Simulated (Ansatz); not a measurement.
## How methods differ on AlBH2OF2 (SMILES O[B](F)[AlH][F])

AlBH2OF2 has 7 atoms, charge 0, and is taken as a singlet. As SMILES, `O[B](F)[AlH][F]`. The shape was relaxed beforehand at r2SCAN/def2-SVP. This is one conformer, not always the lowest.

Quantity: the adiabatic ionisation energy (to the doublet cation, shapes relaxed at r2SCAN/def2-SVP, no zero-point term), in eV. The values are calculated.

```
             level                    kind  program  value (eV)  less CCSD(T)/def2-SVP  CPU time (all runs)
       HF/def2-SVP            Hartree–Fock   Ansatz        8.79                  -0.52                1.8 s
    SVWN5/def2-SVP                     LDA   Ansatz        9.28                  -0.03                2.4 s
      PBE/def2-SVP                     GGA   Ansatz        9.18                  -0.13                4.4 s
   r2SCAN/def2-SVP                meta-GGA   Ansatz        9.22                  -0.09                 12 s
    B3LYP/def2-SVP           global hybrid   Ansatz        9.41                  +0.10                6.6 s
CAM-B3LYP/def2-SVP  range-separated hybrid   Ansatz        9.48                  +0.17                8.1 s
   B2PLYP/def2-SVP           double hybrid   Ansatz        9.33                  +0.02                 10 s
  RPA@PBE/def2-SVP                     RPA   Ansatz        9.43                  +0.12                8.1 s
      MP2/def2-SVP     perturbation theory   Ansatz        9.22                  -0.09                2.1 s
  CCSD(T)/def2-SVP   coupled cluster or CI   Ansatz        9.31                   0.00                 33 s
```

Differences are taken from CCSD(T)/def2-SVP for orientation; it has basis-set and higher-order errors of its own. The values span 8.79 to 9.48 eV. In so small a basis fixed costs decide the times, and correlated methods can beat functionals. Times are those of the runs behind each value, whatever else they computed, on shared processors of several kinds: orders of magnitude only.

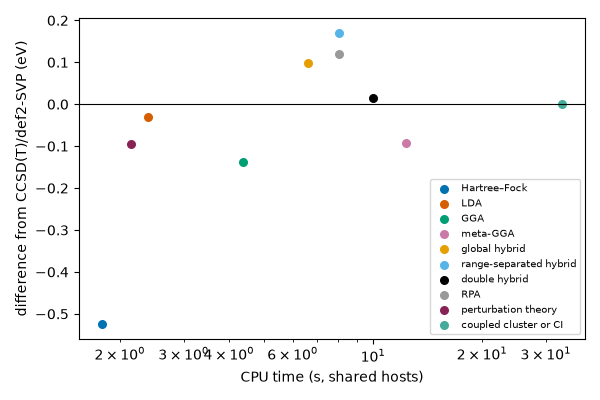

Difference from CCSD(T)/def2-SVP against processor time, one point a level.
